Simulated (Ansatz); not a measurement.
Molecular dynamics, with input and output: C8H10 (part 2 of 2)

Continued. System: C8H10, SMILES C=CC1=C(C=C)CC1. Method: RKS revPBE-d3bjatm/6-31G* (Ansatz 0.2.0). The geometry comes from this level: PBE0-D4/def2-TZVP.

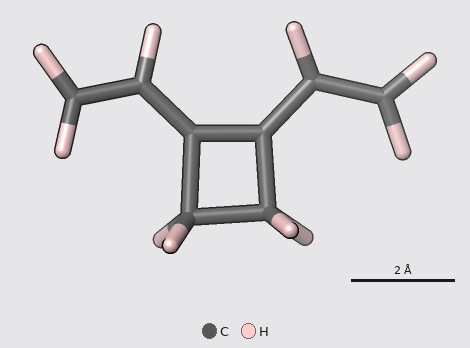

Figure 1. The geometry at step 15 of the log (stick view, seen on its broad side).

**Trajectory as extended XYZ, continued**
```
18
Properties=species:S:1:pos:R:3:forces:R:3 step=9 time_fs=4.5 energy=-8454.92086 temperature=378.0
C     2.1292   -1.4780   -1.6727    0.8917   0.4374  -2.7339
C     1.3693   -1.2835   -0.6292   -0.2602  -1.9811   3.4270
C     0.4514   -0.2538   -0.4486   -0.1410   1.9668  -2.0898
C    -0.3882    0.1631    0.5198   -1.3711   1.0134  -0.0037
C    -0.7743   -0.3483    1.7868    0.6907  -0.1318   2.4660
C    -1.6621    0.3051    2.6258   -0.2825  -0.5657  -0.3779
C    -0.9066    1.3476   -0.2956   -0.5519   2.3758   1.6817
C     0.0285    0.9287   -1.4506   -0.0776  -1.6673   0.7580
H     1.9546   -0.7556   -2.5141    0.8054  -0.8738   0.1760
H     2.8013   -2.3352   -1.6550    0.2809   0.1343  -0.6827
H     1.4966   -2.0361    0.2044   -0.2964   0.6990  -0.3538
H    -0.0771   -1.1801    2.1841   -1.3797   0.8212  -0.4098
H    -2.2521    1.1776    2.2975    0.3457  -0.1047  -0.3457
H    -2.0305   -0.0268    3.6182    0.7070  -0.2708  -0.3365
H    -2.0278    1.4635   -0.3548    0.6527  -0.4838  -0.6135
H    -0.5994    2.3999    0.1119   -0.2196  -1.4521  -0.2484
H     0.7745    1.6638   -1.7451    0.4620   0.2351   0.0319
H    -0.4660    0.5582   -2.3493   -0.2562  -0.1521  -0.3450
18
Properties=species:S:1:pos:R:3:forces:R:3 step=10 time_fs=5.0 energy=-8454.89462 temperature=412.0
C     2.1309   -1.4748   -1.6761    0.7934   0.1710  -2.1958
C     1.3679   -1.2839   -0.6296    0.0105  -2.0410   3.0983
C     0.4551   -0.2568   -0.4478   -0.4256   2.2374  -1.9940
C    -0.3859    0.1619    0.5238   -1.3074   1.0066  -0.2185
C    -0.7752   -0.3543    1.7877    0.4673   0.2326   2.4974
C    -1.6626    0.3092    2.6282   -0.3963  -0.5395  -0.4234
C    -0.9046    1.3478   -0.2938   -0.8093   2.2392   1.6992
C     0.0247    0.9296   -1.4539    0.0699  -1.5421   0.3943
H     1.9481   -0.7611   -2.5034    0.7965  -0.6102  -0.1869
H     2.8018   -2.3343   -1.6496    0.2701   0.1748  -0.7301
H     1.4995   -2.0344    0.1955   -0.2957   0.5826  -0.1914
H    -0.0773   -1.1714    2.1825   -1.2606   0.6032  -0.3036
H    -2.2581    1.1853    2.2900    0.5015  -0.3206  -0.2544
H    -2.0431   -0.0206    3.6244    0.7905  -0.2151  -0.5110
H    -2.0365    1.4754   -0.3358    0.9219  -0.5397  -0.6496
H    -0.5899    2.3911    0.1076   -0.1840  -1.2939  -0.1717
H     0.7758    1.6827   -1.7533    0.0737  -0.1785   0.1327
H    -0.4815    0.5470   -2.3577   -0.0166   0.0333   0.0086
18
Properties=species:S:1:pos:R:3:forces:R:3 step=11 time_fs=5.5 energy=-8454.85184 temperature=388.5
C     2.1328   -1.4722   -1.6802    0.6374  -0.1305  -1.4772
C     1.3659   -1.2843   -0.6287    0.3429  -2.0597   2.5928
C     0.4586   -0.2591   -0.4479   -0.7289   2.4857  -1.8417
C    -0.3839    0.1607    0.5280   -1.2247   0.9821  -0.4483
C    -0.7758   -0.3604    1.7891    0.1809   0.6632   2.4792
C    -1.6634    0.3136    2.6312   -0.4508  -0.5396  -0.5116
C    -0.9025    1.3484   -0.2916   -1.0552   2.0259   1.6878
C     0.0209    0.9302   -1.4571    0.1692  -1.4346   0.0578
H     1.9436   -0.7690   -2.4924    0.7565  -0.2725  -0.6260
H     2.8017   -2.3329   -1.6440    0.2809   0.1850  -0.7769
H     1.5017   -2.0321    0.1854   -0.2881   0.4234   0.0273
H    -0.0808   -1.1625    2.1802   -1.0801   0.3291  -0.1668
H    -2.2622    1.1934    2.2825    0.6292  -0.5063  -0.1623
H    -2.0530   -0.0147    3.6300    0.8464  -0.1669  -0.6407
H    -2.0443    1.4874   -0.3178    1.1569  -0.5914  -0.6865
H    -0.5800    2.3786    0.1037   -0.1300  -1.0565  -0.0724
H     0.7763    1.7013   -1.7610   -0.2566  -0.5481   0.2179
H    -0.4970    0.5367   -2.3670    0.2139   0.2118   0.3476
18
Properties=species:S:1:pos:R:3:forces:R:3 step=12 time_fs=6.0 energy=-8454.78750 temperature=379.3
C     2.1346   -1.4698   -1.6844    0.4876  -0.4657  -0.6946
C     1.3639   -1.2850   -0.6268    0.6818  -1.9976   1.9423
C     0.4620   -0.2610   -0.4487   -1.0295   2.7134  -1.6651
C    -0.3824    0.1596    0.5320   -1.1384   0.9396  -0.6540
C    -0.7764   -0.3662    1.7913   -0.1493   1.1374   2.4035
C    -1.6648    0.3180    2.6345   -0.4487  -0.5757  -0.6149
C    -0.9005    1.3494   -0.2893   -1.2556   1.7240   1.6444
C     0.0175    0.9309   -1.4599    0.1927  -1.3707  -0.2487
H     1.9407   -0.7783   -2.4833    0.6919   0.0972  -1.0846
H     2.8028   -2.3313   -1.6391    0.2819   0.1982  -0.8171
H     1.5027   -2.0287    0.1732   -0.2635   0.1903   0.3327
H    -0.0869   -1.1545    2.1778   -0.8521   0.0206  -0.0079
H    -2.2652    1.2004    2.2754    0.7236  -0.6496  -0.0781
H    -2.0604   -0.0094    3.6358    0.8806  -0.1235  -0.7419
H    -2.0496    1.4976   -0.3014    1.3218  -0.6271  -0.7236
H    -0.5700    2.3635    0.0996   -0.0552  -0.7379   0.0540
H     0.7753    1.7188   -1.7682   -0.5124  -0.8545   0.2815
H    -0.5136    0.5277   -2.3768    0.4428   0.3815   0.6722
18
Properties=species:S:1:pos:R:3:forces:R:3 step=13 time_fs=6.5 energy=-8454.70375 temperature=342.5
C     2.1364   -1.4678   -1.6889    0.3486  -0.7997   0.0849
C     1.3618   -1.2862   -0.6243    0.9942  -1.8256   1.1763
C     0.4652   -0.2623   -0.4500   -1.3035   2.8952  -1.4707
C    -0.3807    0.1589    0.5357   -1.0563   0.8746  -0.8183
C    -0.7771   -0.3716    1.7944   -0.4881   1.6272   2.2557
C    -1.6667    0.3219    2.6379   -0.4067  -0.6461  -0.7014
C    -0.8986    1.3504   -0.2868   -1.4067   1.3548   1.5828
C     0.0141    0.9311   -1.4621    0.1951  -1.3083  -0.5124
H     1.9386   -0.7863   -2.4762    0.6187   0.4515  -1.5159
H     2.8050   -2.3297   -1.6353    0.2686   0.2235  -0.8536
H     1.5026   -2.0245    0.1592   -0.2207  -0.1248   0.7226
H    -0.0955   -1.1483    2.1748   -0.5888  -0.3112   0.1692
H    -2.2671    1.2051    2.2699    0.7763  -0.7280  -0.0195
H    -2.0664   -0.0041    3.6413    0.9000  -0.0931  -0.8141
H    -2.0514    1.5041   -0.2862    1.4052  -0.6371  -0.7601
H    -0.5597    2.3465    0.0963    0.0347  -0.3591   0.1959
H     0.7728    1.7355   -1.7750   -0.7174  -1.1212   0.3331
H    -0.5303    0.5195   -2.3850    0.6466   0.5274   0.9457
18
Properties=species:S:1:pos:R:3:forces:R:3 step=14 time_fs=7.0 energy=-8454.61428 temperature=316.4
C     2.1381   -1.4660   -1.6933    0.2189  -1.0804   0.7716
C     1.3598   -1.2881   -0.6215    1.2573  -1.5458   0.3515
C     0.4682   -0.2628   -0.4521   -1.5487   3.0140  -1.2411
C    -0.3791    0.1582    0.5396   -0.9681   0.7986  -0.9820
C    -0.7783   -0.3765    1.7980   -0.8296   2.1359   2.0506
C    -1.6685    0.3254    2.6412   -0.3260  -0.7510  -0.7732
C    -0.8965    1.3513   -0.2843   -1.5500   0.9392   1.5134
C     0.0106    0.9307   -1.4639    0.1971  -1.2414  -0.6853
H     1.9388   -0.7917   -2.4717    0.5466   0.7451  -1.8601
H     2.8082   -2.3276   -1.6337    0.2522   0.2460  -0.8793
H     1.5026   -2.0201    0.1452   -0.1674  -0.4962   1.1612
H    -0.1058   -1.1421    2.1724   -0.2855  -0.6846   0.3641
H    -2.2665    1.2074    2.2659    0.7777  -0.7333   0.0093
H    -2.0705    0.0008    3.6454    0.9003  -0.0760  -0.8441
H    -2.0514    1.5080   -0.2721    1.4506  -0.6299  -0.7934
H    -0.5496    2.3288    0.0945    0.1401   0.0583   0.3433
H     0.7682    1.7494   -1.7811   -0.8573  -1.3263   0.3683
H    -0.5452    0.5126   -2.3900    0.7917   0.6278   1.1252
18
Properties=species:S:1:pos:R:3:forces:R:3 step=15 time_fs=7.5 energy=-8454.53615 temperature=274.7
C     2.1401   -1.4641   -1.6975    0.0647  -1.2262   1.2862
C     1.3582   -1.2899   -0.6191    1.4572  -1.2241  -0.4316
C     0.4709   -0.2627   -0.4547   -1.7667   3.0943  -1.0016
C    -0.3778    0.1575    0.5435   -0.8734   0.7128  -1.1428
C    -0.7798   -0.3809    1.8018   -1.1746   2.6507   1.8274
C    -1.6705    0.3288    2.6443   -0.2116  -0.8887  -0.8396
C    -0.8946    1.3526   -0.2815   -1.6835   0.4508   1.3906
C     0.0070    0.9296   -1.4658    0.1845  -1.1856  -0.7389
H     1.9425   -0.7946   -2.4715    0.4898   0.9349  -2.0581
H     2.8105   -2.3242   -1.6347    0.2710   0.2184  -0.8885
H     1.5004   -2.0163    0.1332   -0.1044  -0.8667   1.5746
H    -0.1169   -1.1355    2.1726    0.0430  -1.0796   0.5594
H    -2.2642    1.2074    2.2608    0.7391  -0.6904   0.0311
H    -2.0721    0.0043    3.6491    0.8829  -0.0539  -0.8570
H    -2.0496    1.5111   -0.2608    1.4571  -0.6121  -0.8132
H    -0.5395    2.3104    0.0929    0.2730   0.5338   0.5132
H     0.7614    1.7593   -1.7856   -0.9269  -1.4573   0.3756
H    -0.5577    0.5064   -2.3913    0.8790   0.6888   1.2133
18
Properties=species:S:1:pos:R:3:forces:R:3 step=16 time_fs=8.0 energy=-8454.48834 temperature=256.2
C     2.1423   -1.4624   -1.7014   -0.1310  -1.2350   1.6381
C     1.3569   -1.2920   -0.6167    1.6098  -0.9033  -1.1245
C     0.4732   -0.2618   -0.4572   -1.9246   3.1068  -0.7871
C    -0.3766    0.1569    0.5470   -0.7983   0.6324  -1.2667
C    -0.7818   -0.3846    1.8056   -1.4750   3.1122   1.6098
C    -1.6728    0.3317    2.6473   -0.0653  -1.0368  -0.9324
C    -0.8931    1.3541   -0.2782   -1.7656  -0.0811   1.2059
C     0.0034    0.9278   -1.4679    0.1518  -1.1473  -0.6894
H     1.9473   -0.7961   -2.4756    0.4533   1.0165  -2.1089
H     2.8115   -2.3203   -1.6388    0.3212   0.1465  -0.8813
H     1.4967   -2.0145    0.1242   -0.0452  -1.1789   1.9068
H    -0.1283   -1.1300    2.1749    0.3510  -1.4424   0.7332
H    -2.2612    1.2049    2.2551    0.6692  -0.6032   0.0423
H    -2.0719    0.0070    3.6509    0.8416  -0.0423  -0.8209
H    -2.0449    1.5129   -0.2536    1.3948  -0.5792  -0.8122
H    -0.5292    2.2931    0.0906    0.4219   1.0292   0.6950
H     0.7521    1.7648   -1.7880   -0.9247  -1.5109   0.3537
H    -0.5670    0.5007   -2.3905    0.9152   0.7169   1.2386
18
Properties=species:S:1:pos:R:3:forces:R:3 step=17 time_fs=8.5 energy=-8454.48859 temperature=240.9
C     2.1444   -1.4606   -1.7051   -0.3092  -1.1717   1.8160
C     1.3563   -1.2943   -0.6144    1.7249  -0.6427  -1.6596
C     0.4752   -0.2601   -0.4599   -2.0286   3.0534  -0.5873
C    -0.3753    0.1567    0.5503   -0.7391   0.5452  -1.3565
C    -0.7842   -0.3872    1.8096   -1.6471   3.4268   1.4302
C    -1.6752    0.3342    2.6503    0.1285  -1.1872  -1.0699
C    -0.8918    1.3558   -0.2747   -1.7833  -0.5598   1.0040
C    -0.0001    0.9258   -1.4703    0.1156  -1.1230  -0.5595
H     1.9512   -0.7967   -2.4844    0.4407   0.9788  -2.0044
H     2.8133   -2.3176   -1.6457    0.3432   0.1049  -0.8635
H     1.4926   -2.0150    0.1200   -0.0026  -1.3681   2.0969
H    -0.1383   -1.1279    2.1793    0.5557  -1.6781   0.8426
H    -2.2569    1.2006    2.2501    0.5648  -0.4656   0.0328
H    -2.0694    0.0094    3.6503    0.7664  -0.0557  -0.7048
H    -2.0379    1.5135   -0.2503    1.2815  -0.5310  -0.7898
H    -0.5179    2.2782    0.0898    0.5515   1.4596   0.8490
H     0.7417    1.7664   -1.7886   -0.8713  -1.5010   0.3099
H    -0.5734    0.4969   -2.3883    0.9085   0.7152   1.2141
18
Properties=species:S:1:pos:R:3:forces:R:3 step=18 time_fs=9.0 energy=-8454.55084 temperature=264.1
C     2.1467   -1.4590   -1.7086   -0.4656  -1.0201   1.7975
C     1.3562   -1.2964   -0.6124    1.8247  -0.5648  -1.9285
C     0.4768   -0.2581   -0.4626   -2.0841   2.9590  -0.4055
C    -0.3736    0.1571    0.5533   -0.6970   0.4451  -1.4077
C    -0.7866   -0.3886    1.8141   -1.6649   3.5552   1.3134
C    -1.6778    0.3365    2.6536    0.3714  -1.3167  -1.2830
C    -0.8909    1.3573   -0.2708   -1.6699  -0.8954   0.8288
C    -0.0031    0.9241   -1.4727    0.0608  -1.1132  -0.3558
H     1.9545   -0.7954   -2.4977    0.4610   0.8010  -1.7221
H     2.8166   -2.3159   -1.6539    0.3299   0.1031  -0.8419
H     1.4880   -2.0195    0.1218    0.0062  -1.3330   2.0444
H    -0.1467   -1.1303    2.1859    0.6205  -1.7423   0.8647
H    -2.2509    1.1957    2.2446    0.4395  -0.3029   0.0181
H    -2.0646    0.0121    3.6472    0.6507  -0.0956  -0.4982
H    -2.0284    1.5126   -0.2495    1.0964  -0.4693  -0.7550
H    -0.5059    2.2674    0.0912    0.6272   1.7406   0.9417
H     0.7307    1.7652   -1.7882   -0.7750  -1.4363   0.2505
H    -0.5781    0.4950   -2.3840    0.8682   0.6856   1.1385
18
Properties=species:S:1:pos:R:3:forces:R:3 step=19 time_fs=9.5 energy=-8454.66777 temperature=331.7
C     2.1488   -1.4578   -1.7120   -0.6225  -0.7359   1.5697
C     1.3569   -1.2984   -0.6110    1.8921  -0.6582  -1.9332
C     0.4781   -0.2554   -0.4652   -2.0892   2.8098  -0.2385
C    -0.3716    0.1579    0.5561   -0.6671   0.3460  -1.4291
C    -0.7891   -0.3890    1.8189   -1.5609   3.5322   1.2396
C    -1.6807    0.3385    2.6565    0.6417  -1.4170  -1.5484
C    -0.8907    1.3587   -0.2667   -1.3799  -1.0647   0.7088
C    -0.0059    0.9221   -1.4752   -0.0289  -1.1325  -0.0642
H     1.9578   -0.7907   -2.5152    0.5105   0.4937  -1.2668
H     2.8215   -2.3129   -1.6638    0.3167   0.0911  -0.8130
H     1.4833   -2.0289    0.1283   -0.0174  -1.0789   1.7632
H    -0.1548   -1.1364    2.1939    0.5799  -1.6747   0.8199
H    -2.2435    1.1909    2.2381    0.3031  -0.1275   0.0011
H    -2.0586    0.0152    3.6421    0.5040  -0.1569  -0.2215
H    -2.0164    1.5094   -0.2497    0.8179  -0.3871  -0.7152
H    -0.4930    2.2614    0.0943    0.6238   1.8321   0.9573
H     0.7170    1.7604   -1.7871   -0.6089  -1.2912   0.1684
H    -0.5813    0.4947   -2.3772    0.7850   0.6199   1.0019
18
Properties=species:S:1:pos:R:3:forces:R:3 step=20 time_fs=10.0 energy=-8454.80419 temperature=382.5
C     2.1504   -1.4566   -1.7154   -0.7588  -0.3868   1.2060
C     1.3584   -1.3007   -0.6098    1.8966  -0.7989  -1.8034
C     0.4792   -0.2520   -0.4679   -2.0401   2.5967  -0.0864
C    -0.3694    0.1585    0.5587   -0.6496   0.2594  -1.4260
C    -0.7921   -0.3886    1.8239   -1.3029   3.3130   1.2313
C    -1.6834    0.3400    2.6594    0.8976  -1.4731  -1.8416
C    -0.8906    1.3601   -0.2623   -0.9502  -1.0664   0.6560
C    -0.0089    0.9202   -1.4777   -0.1452  -1.1991   0.2818
H     1.9613   -0.7828   -2.5361    0.5728   0.1107  -0.7011
H     2.8266   -2.3094   -1.6753    0.3001   0.0786  -0.7813
H     1.4770   -2.0417    0.1375   -0.0466  -0.7233   1.3737
H    -0.1621   -1.1473    2.2041    0.4098  -1.4377   0.6873
H    -2.2361    1.1862    2.2314    0.1738   0.0390  -0.0088
H    -2.0514    0.0173    3.6364    0.3412  -0.2285   0.0944
H    -2.0033    1.5045   -0.2503    0.4775  -0.2884  -0.6729
H    -0.4786    2.2597    0.0993    0.5338   1.7379   0.8974
H     0.7016    1.7522   -1.7855   -0.3801  -1.0652   0.0626
H    -0.5833    0.4951   -2.3694    0.6702   0.5320   0.8308
```

The run was set up as follows.

**The input**
```yaml
crystal:
  periodic: [false, false, false]
  atoms:
    - {symbol: C, position_ang: [2.128773, -1.503810, -1.674582]}
    - {symbol: C, position_ang: [1.368695, -1.299499, -0.596071]}
    - {symbol: C, position_ang: [0.435014, -0.216776, -0.473537]}
    - {symbol: C, position_ang: [-0.423950, 0.187029, 0.495734]}
    - {symbol: C, position_ang: [-0.757748, -0.299650, 1.803705]}
    - {symbol: C, position_ang: [-1.659812, 0.277599, 2.601022]}
    - {symbol: C, position_ang: [-0.926473, 1.365702, -0.300461]}
    - {symbol: C, position_ang: [0.059483, 0.902398, -1.412768]}
    - {symbol: H, position_ang: [2.074538, -0.842302, -2.532824]}
    - {symbol: H, position_ang: [2.823246, -2.332714, -1.731725]}
    - {symbol: H, position_ang: [1.446059, -1.980448, 0.248281]}
    - {symbol: H, position_ang: [-0.235048, -1.189846, 2.145674]}
    - {symbol: H, position_ang: [-2.197737, 1.166495, 2.288592]}
    - {symbol: H, position_ang: [-1.886112, -0.118168, 3.583264]}
    - {symbol: H, position_ang: [-1.983386, 1.329882, -0.578731]}
    - {symbol: H, position_ang: [-0.709476, 2.349029, 0.125865]}
    - {symbol: H, position_ang: [0.858928, 1.612005, -1.643283]}
    - {symbol: H, position_ang: [-0.415001, 0.593072, -2.348154]}
basis:
  gaussian: {orbitals: "6-31G*"}
hamiltonian: {xc: {name: revPBE}, dispersion: d3bjatm}
md: {timestep: 0.5 fs, n_steps: 20, ensemble: nvt_langevin, temperature: 700, initial_velocities: maxwell_boltzmann, friction: 0.01, seed: 383}
```

Run as:
```bash
ansatz run in.yaml --threads 2 --pin off --events-out ev --progress --plain --max-ram 32768MiB --backend cpu
```

**Results in brief**

```csv
quantity,value
outcome,finished
mean temperature over the second half,326 K
trajectory,"20 steps, 10 fs"
ensemble,nvt_langevin
temperature in the input,700 K
time step,0.5 fs
potential energy (last step),−8454.8042 eV
mean-field energy (last step),−8453.6938 eV
dispersion energy (last step),−1.1104 eV
SCF solution under orbital rotations (last step),stable
largest force (length of the vector) (last step),3.767 eV/Å
dipole moment (last step),0.17 D
hardware,"2 CPU threads, shared host"
wall time,59 s (CPU time 1.9 min)
peak memory,0.23 GiB
```

So short a trajectory is not equilibrated. The logged temperature at the start can lie below the typed one, since it is counted over all degrees of freedom. The temperature stays far from the 700 K of the thermostat over the second half: the run isn't equilibrated.
